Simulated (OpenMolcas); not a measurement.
# Multiconfigurational calculation: Tm³⁺ complex (part 2 of 2)

Continued. System: Tm³⁺ with 7 ligands (F; pentagonal bipyramid, 2.19 Å), neutralised by 7 outer point charges of +0.57 e, whose field is part of the energies. Method: state-averaged CASSCF, active space 12 electrons in the shell 4f, basis ANO-RCC-VDZP on the metal and ANO-RCC-VDZP on the ligands, DKH2 scalar Hamiltonian, spin-orbit coupling by RASSI with atomic mean-field integrals (OpenMolcas).

### The program's output (extracts), continued
```
--- RASSI ---
SPIN-FREE ENERGIES:
  (Shifted by EMIN (a.u.) =     -14253.0570742882)

 SF State       Relative EMIN(au)   Rel lowest level(eV)    D:o, cm**(-1)

     1             0.0000000000        0.0000000000              0.0000
     2             0.0000000000        0.0000000000              0.0000
     3             0.0001296639        0.0035283352             28.4579
     4             0.0001296639        0.0035283352             28.4579
     5             0.0010665162        0.0290213839            234.0732
     6             0.0010665162        0.0290213839            234.0732
     7             0.0011186484        0.0304399739            245.5149
     8             0.0011210692        0.0305058481            246.0463
     9             0.0021689864        0.0590211279            476.0375
    10             0.0021689875        0.0590211561            476.0377
    11             0.0026275326        0.0714988053            576.6768
    12             0.0368907501        1.0038484507           8096.5838
    13             0.0368907501        1.0038484507           8096.5838
    14             0.0369371973        1.0051123430           8106.7778
    15             0.0369371973        1.0051123430           8106.7778
    16             0.0372079079        1.0124787530           8166.1919
    17             0.0376648675        1.0249132581           8266.4829
    18             0.0376648675        1.0249132581           8266.4829
    22             0.0400581444        1.0900376406           8791.7465
    23             0.0400581444        1.0900376406           8791.7465
    24             0.0414055785        1.1267031881           9087.4741
    25             0.0414055785        1.1267031881           9087.4741
    26             0.0428504306        1.1660196183           9404.5825
    27             0.0428504306        1.1660196183           9404.5825
    28             0.0430902994        1.1725467791           9457.2276
    29             0.0430902994        1.1725467791           9457.2276
    30             0.0433704966        1.1801713339           9518.7237
    31             0.1263713681        3.4387401069          27735.3094
    32             0.1284216623        3.4945314541          28185.2970
    33             0.1284216623        3.4945314541          28185.2970
    34             0.1286863448        3.5017338332          28243.3881
    35             0.1286863459        3.5017338625          28243.3883
    36             0.1524221869        4.1476190010          33452.8033
    37             0.1524221869        4.1476190010          33452.8033
    38             0.1549640299        4.2167860729          34010.6733
    39             0.1550818072        4.2199909547          34036.5225
    40             0.1550951991        4.2203553686          34039.4617
    41             0.1551448926        4.2217075971          34050.3681
    42             0.1551448942        4.2217076391          34050.3685
    43             0.1556305580        4.2349232266          34156.9594
Eigenvalues of complex Hamiltonian:
   -----------------------------------
  (Shifted by EMIN (a.u.) =     -14253.0570742882)

 SO State       Relative EMIN(au)   Rel lowest level(eV)    D:o, cm**(-1)

     1            -0.0318246723        0.0000000000              0.0000
     2            -0.0318246723        0.0000000000              0.0000
     3            -0.0316213984        0.0055313647             44.6135
     4            -0.0316209289        0.0055441401             44.7165
     5            -0.0312806981        0.0148022898            119.3885
     6            -0.0312806982        0.0148022886            119.3885
     7            -0.0308009697        0.0278563653            224.6767
     8            -0.0308009697        0.0278563653            224.6767
     9            -0.0304429451        0.0375987102            303.2540
    10            -0.0304429452        0.0375987099            303.2540
    11            -0.0297422937        0.0566644070            457.0293
    12            -0.0297422927        0.0566644343            457.0295
    13            -0.0294729180        0.0639944925            516.1504
    14            -0.0012868750        0.8309757965           6702.2718
    15            -0.0012868750        0.8309757953           6702.2718
    16            -0.0006583606        0.8480785433           6840.2148
    17            -0.0006583607        0.8480785428           6840.2147
    18             0.0001407221        0.8698226924           7015.5931
    19             0.0001407221        0.8698226931           7015.5931
    20             0.0004319253        0.8777467356           7079.5049
    21             0.0004558554        0.8783979057           7084.7569
    22             0.0004558554        0.8783979056           7084.7569
    23             0.0064758550        1.0422104404           8405.9941
    24             0.0064758550        1.0422104404           8405.9941
    25             0.0066196852        1.0461242590           8437.5612
    26             0.0066196853        1.0461242618           8437.5612
    27             0.0070807196        1.0586696451           8538.7465
    28             0.0070827546        1.0587250200           8539.1932
    29             0.0072919789        1.0644183030           8585.1126
    30             0.0072919789        1.0644183024           8585.1126
    31             0.0080068255        1.0838702717           8742.0033
    32             0.0080068265        1.0838702968           8742.0035
    33             0.0082954318        1.0917236490           8805.3451
    34             0.0294440437        1.6672066956          13446.9289
    35             0.0294440439        1.6672066991          13446.9289
    36             0.0294984196        1.6686863395          13458.8630
    37             0.0294984197        1.6686863399          13458.8630
    38             0.0297284358        1.6749453968          13509.3457
    39             0.0297284357        1.6749453967          13509.3457
    40             0.0301636915        1.6867893100          13604.8733
    41             0.0301636921        1.6867893249          13604.8734
Weights of the five most important spin-orbit-free states for each spin-orbit state.

 SO State  Total energy (au)           Spin-free states, spin, and weights
 -------------------------------------------------------------------------------------------------------
    1        -0.031825       2 1.0  0.3394    1 1.0  0.3394    3 1.0  0.1968    4 1.0  0.1044    7 1.0  0.0066
    2        -0.031825       1 1.0  0.3394    2 1.0  0.3394    4 1.0  0.1968    3 1.0  0.1044    7 1.0  0.0066
    3        -0.031621       3 1.0  0.4176    4 1.0  0.4176    7 1.0  0.1583   39 0.0  0.0064    2 1.0  0.0000
    4        -0.031621       4 1.0  0.4176    3 1.0  0.4176    8 1.0  0.1583   40 0.0  0.0064    1 1.0  0.0000
    5        -0.031281       2 1.0  0.4200    5 1.0  0.2639    6 1.0  0.2639    4 1.0  0.0227    3 1.0  0.0227
    6        -0.031281       1 1.0  0.4200    6 1.0  0.2639    5 1.0  0.2639    3 1.0  0.0227    4 1.0  0.0227
    7        -0.030801       8 1.0  0.4967    7 1.0  0.4967   36 0.0  0.0033   37 0.0  0.0033    1 1.0  0.0000
    8        -0.030801       8 1.0  0.4967    7 1.0  0.4967   37 0.0  0.0033   36 0.0  0.0033    1 1.0  0.0000
    9        -0.030443       6 1.0  0.4873    9 1.0  0.2024   10 1.0  0.2024    2 1.0  0.0483    1 1.0  0.0483
   10        -0.030443       5 1.0  0.4873    9 1.0  0.2024   10 1.0  0.2024    1 1.0  0.0483    2 1.0  0.0483
   11        -0.029742       9 1.0  0.5266   11 1.0  0.3078    6 1.0  0.0795    5 1.0  0.0795   41 0.0  0.0066
   12        -0.029742      10 1.0  0.5266   11 1.0  0.3078    5 1.0  0.0795    6 1.0  0.0795   42 0.0  0.0066
```

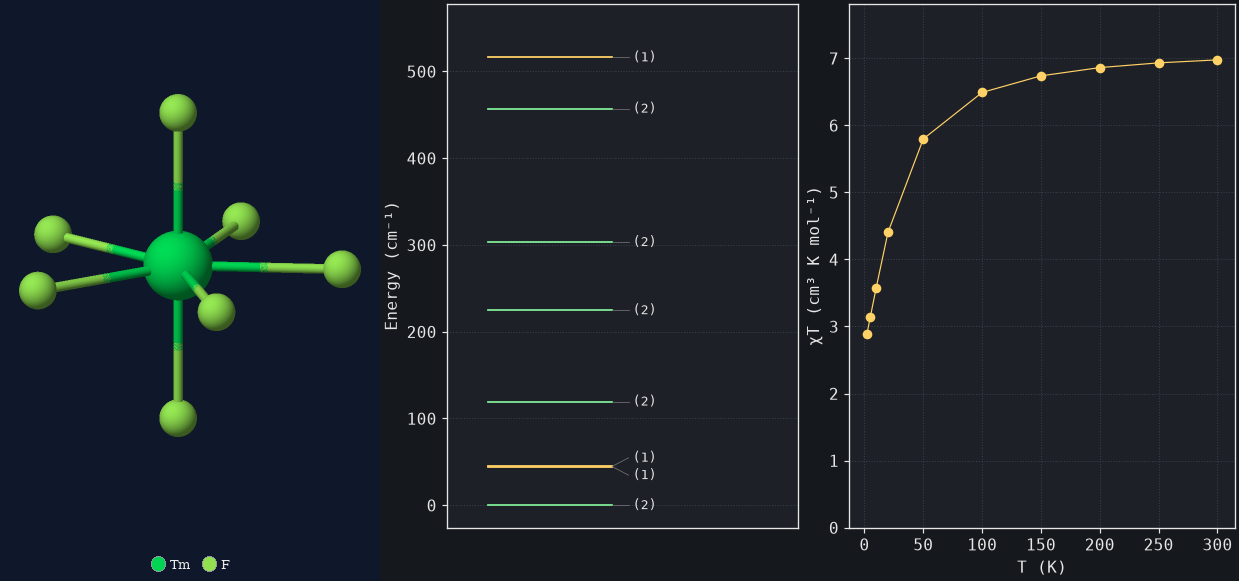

Figure 1. Tm³⁺ (4f¹²) with 7 ligands, F⁻, at 2.19 Å (arrangement: pentagonal bipyramid, D5h), axial distortion 0.97, neutralised by outer point charges of +0.57 e, and its levels and susceptibility. Labels give the representation in O, Td, D4 or D3 as the site allows (double group for half-integer spin) where it could be assigned and, in brackets, the degeneracy; spin-free states, where drawn, share the zero of the spin-orbit levels. Powder susceptibility by Van Vleck's formula. The ground level is doubly degenerate, 99 % from states of spin multiplicity 3 (of the 28 states of multiplicity 1, 27 enter the spin-orbit step), effective J = 6.00, with |mJ| = 4 the largest share (100 %). Its principal g values are 0.00, 0.00 and 9.31, easy-axis. The next level lies at 45 cm⁻¹. The lowest J multiplet spreads over 516 cm⁻¹. χT is 2.88 cm³ K mol⁻¹ at 2 K and 6.98 at 300 K, an effective moment of 7.47 μB. The active orbitals hold 100 % metal character (Löwdin), and the Mulliken charge of the metal is +2.42.

### Summary

| quantity | value |
| --- | --- |
| outcome | converged |
| energy of the lowest spin-free term | −14253.05707 hartree |
| energy of the lowest spin-orbit level | −14253.08890 hartree |
| largest spread among components of a term | 0.0 cm⁻¹ |
| wall time | 78 s |
| peak memory | 0.6 GiB |

### Notes

Without dynamic correlation the splittings between terms come out too large, often by 20 to 50 %. Caveats: distances are set from ionic radii, not optimised.
